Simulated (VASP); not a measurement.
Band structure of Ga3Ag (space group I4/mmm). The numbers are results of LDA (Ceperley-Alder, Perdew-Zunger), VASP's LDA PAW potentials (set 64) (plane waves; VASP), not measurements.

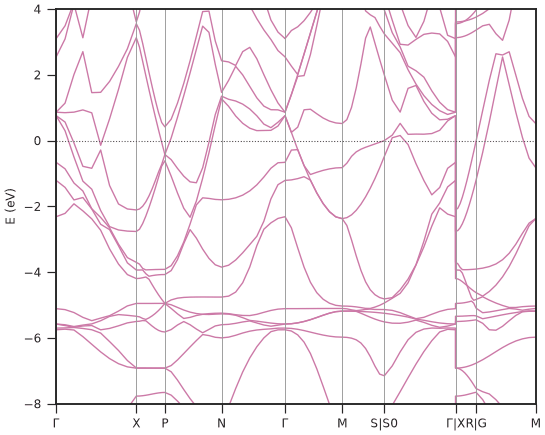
Figure: Bands along high-symmetry lines, zero at the valence-band maximum or, without a gap, the Fermi level

**Question.** Read the plot: is there a gap, and where are the band edges?

**Answer.** It has no gap at this level: it comes out as a metal or semimetal. (Edges off the drawn lines would not show.)

The structure comes from a computed database's Ga3Ag entry (I4/mmm); how it stands against other phases isn't given here. It was relaxed first, which changed the volume by -5 %.
